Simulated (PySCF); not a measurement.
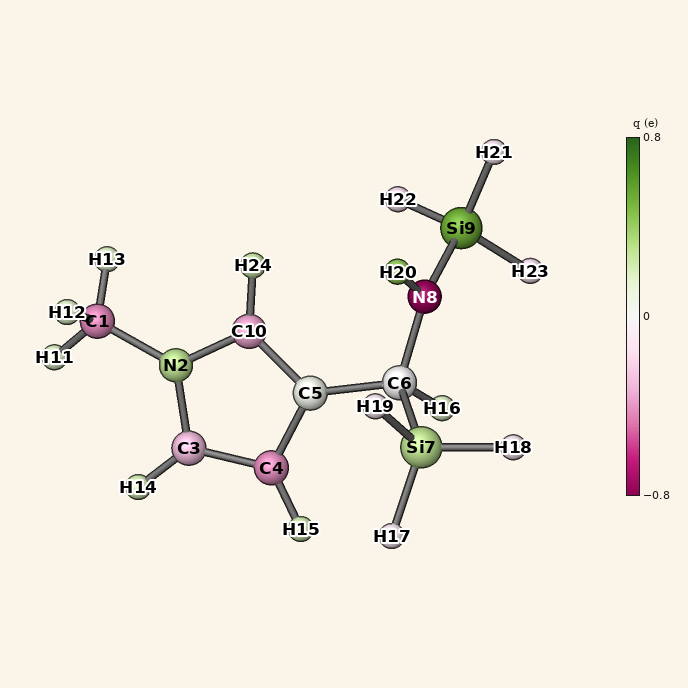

Atoms are coloured by their ESP-fitted charges. The computed structure is the end point of a PBE0-D3(BJ)/def2-SVP optimisation. No frequency run is at hand to confirm it as a minimum. Method: PBE0/pcSseg-1 in acetonitrile (IEF-PCM) (PySCF 2.14.0).

### Which atom carries the highest charge (most positive or least negative)?

Si9 (0.52 e).

### And the lowest?

N8 (−0.76 e).

Give the ESP-fitted charges atom by atom.

```csv
atom,value (e)
C1,−0.43
N2,0.29
C3,−0.28
C4,−0.42
C5,0.05
C6,−0.02
Si7,0.29
N8,−0.76
Si9,0.52
C10,−0.36
H11,0.16
H12,0.16
H13,0.16
H14,0.22
H15,0.22
H16,0.17
H17,−0.08
H18,−0.09
H19,−0.08
H20,0.40
H21,−0.11
H22,−0.14
H23,−0.11
H24,0.23
```
